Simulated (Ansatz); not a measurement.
# Cl$_{2}$F$_{3}$Zr (doublet): what the fields show

```csv
atom,x (Å),y (Å),z (Å)
Zr,0.0008,-0.0002,0.6647
F,1.4611,0.0006,1.8789
F,0.5118,-0.0001,-1.1922
Cl,-0.3740,2.4793,0.3533
Cl,-0.3745,-2.4796,0.3528
F,-1.7319,-0.0001,1.5049
```

Core potentials replace the inner electrons of Zr.

Theory: Ansatz 0.2.0, UKS PBE-D4/def2-SVP.

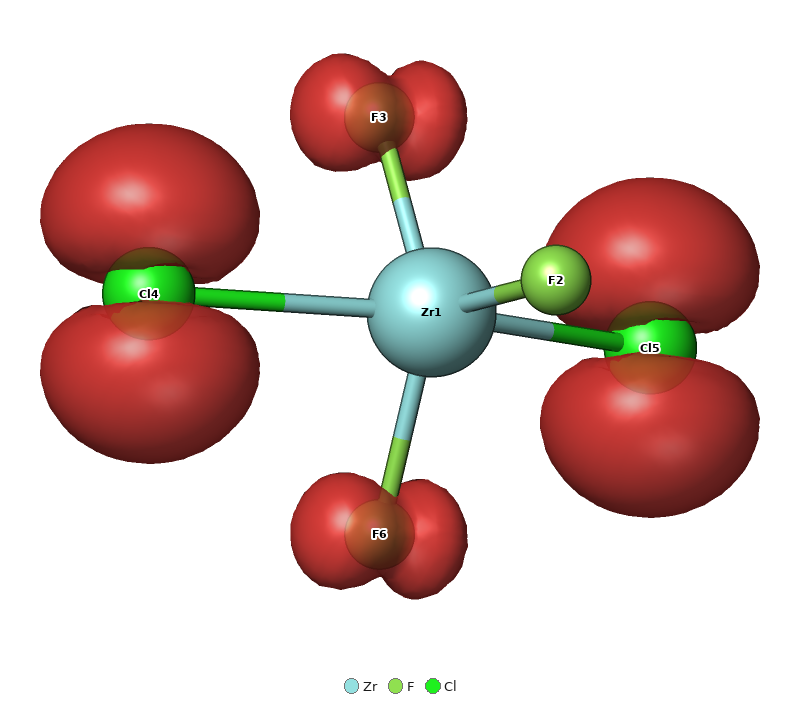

Figure 1. Isosurfaces of the spin density (α minus β) at +0.02 (red) and −0.02 e/Å³ (blue), seen at a tilt.

Q: Where is the unpaired spin?

A: The unpaired spin (1 electron) lies mostly on Cl4 (about 0.4), Cl5 (about 0.4), F3 (about 0.1) and F6 (about 0.1), in electrons by Hirshfeld's partition. Only one sign reaches the isovalue.

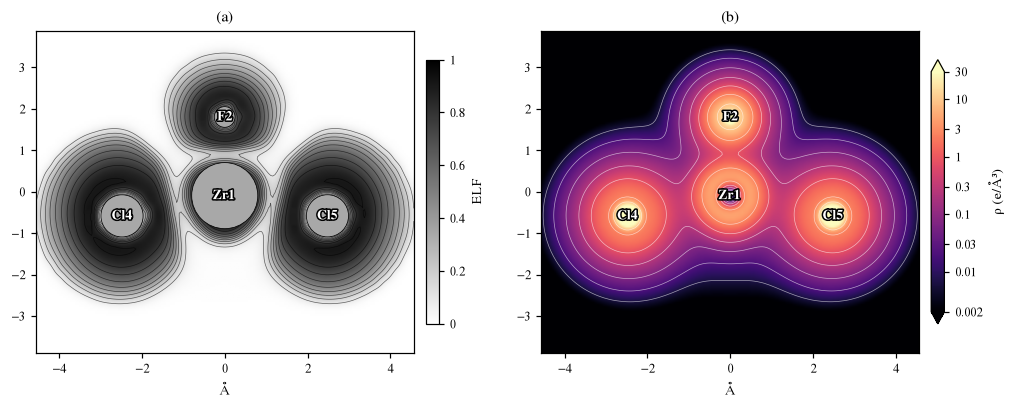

Figure 2. (a) ELF; (b) electron density on the plane of atoms Cl4, Zr1 and Cl5. Grey discs cover the atomic cores in the ELF map.

Q: What does the map show?

A: Atoms in the plane: Zr, F and Cl. Zr–F (1.90 Å): ρ is about 0.95 e/Å³ halfway; the ELF peaks at about 0.85 in the valence shell of F, 0.5 Å from its nucleus, and drops to about 0.25 between the two atoms. Zr–Cl (2.53 Å): ρ is about 0.4 e/Å³ halfway; the ELF peaks at about 0.90 in the valence shell of Cl, 0.9 Å from its nucleus, and is about 0.30 at the midpoint.

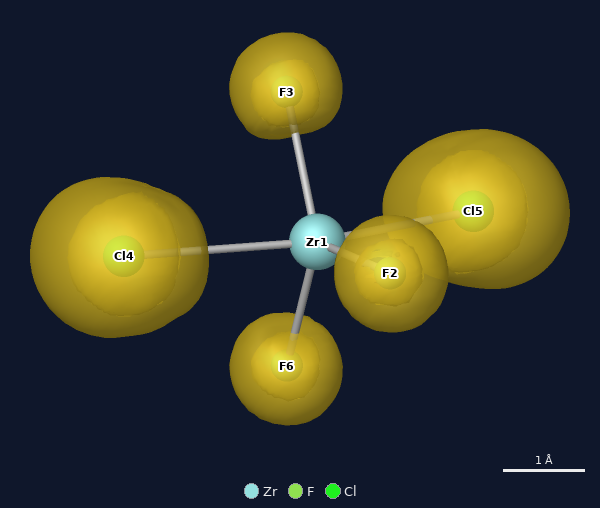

Figure 3. Isosurface of the electron localisation function at 0.8 (yellow), seen at a tilt. Core shells and regions of very low density are left out.

Q: Identify the bonds, lone pairs and shells in this picture.

A: The surface consists of two regions wrapped around Cl (the valence shell of each) and three regions wrapped around F (the valence shell of each).

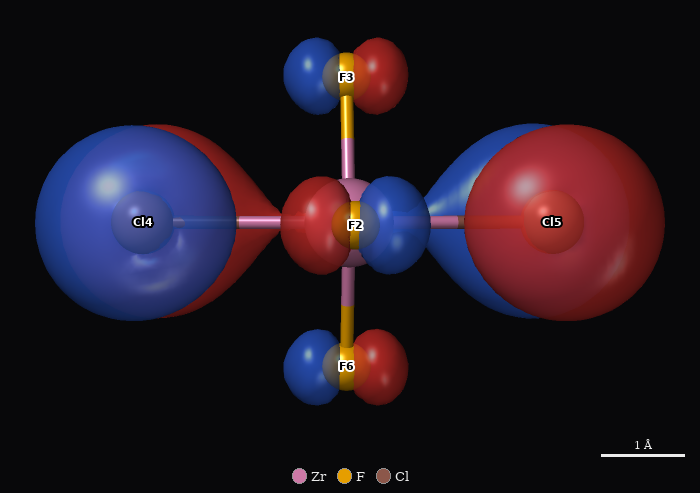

Figure 4. The HOMO−1 (α) at ±0.08 Å⁻³ᐟ² (red and blue are the two phases), seen across its widest extent.

Q: Where does this orbital lie, and at what energy?

A: By Hirshfeld shares it lies mainly on Cl4 (about 45 %) and Cl5 (about 45 %); largely a combination of lone pairs on Cl4 and Cl5. Its energy is −8.73 eV.
